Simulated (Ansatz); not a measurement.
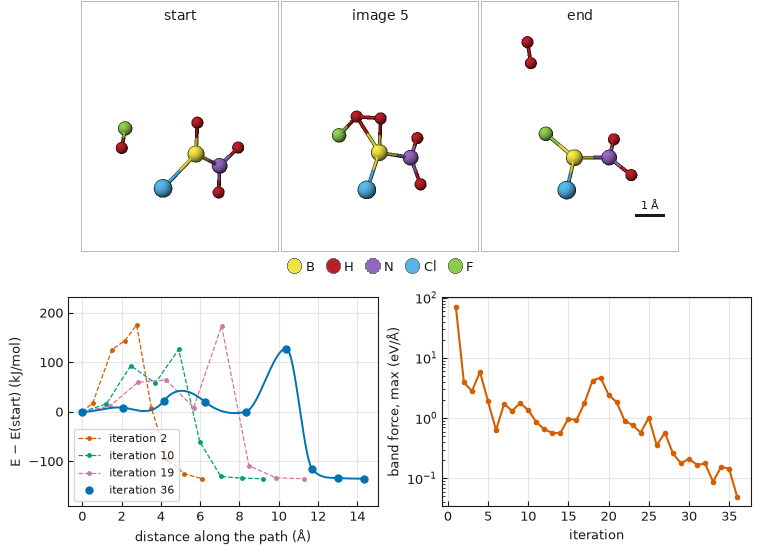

NEB run on BNH$_{4}$ClF, made up at the start of BNH₃Cl and HF. Images are numbered from 0 (start) to 8 (end). The plot follows the band through its iterations. The picture is a ball-and-stick view, seen from a free direction.

Theory: RKS B3LYP/6-31G* (Ansatz). Settings: 7 movable images; climbing image; force threshold 0.05 eV/Å; iteration limit 60; starting path through a guess of the saddle point.

Question: Did the band converge, and can the barrier be trusted?

Answer: The run is converged, with reservations. The band converged in 36 iterations. The largest component of the band force went from 70 to 0.049 eV/Å. The climbing image converged on the top of the path. Its vibrational analysis gives one imaginary mode (1229i cm⁻¹), as a transition state must have. The first iteration put the highest image at 1126.9 kJ/mol. The highest point, image 5, lies 127.9 kJ/mol above the start and 263.0 kJ/mol above the end; the end is at −135.0 kJ/mol relative to the start. The profile has 2 maxima (images 2, 5) with a dip at image 4 (+0.1 kJ/mol), so the process runs in steps.

Limits of the set-up: the start holds two separate molecules, 2.4 Å apart at their closest, whose relative position is a soft coordinate and is computed without a dispersion correction.
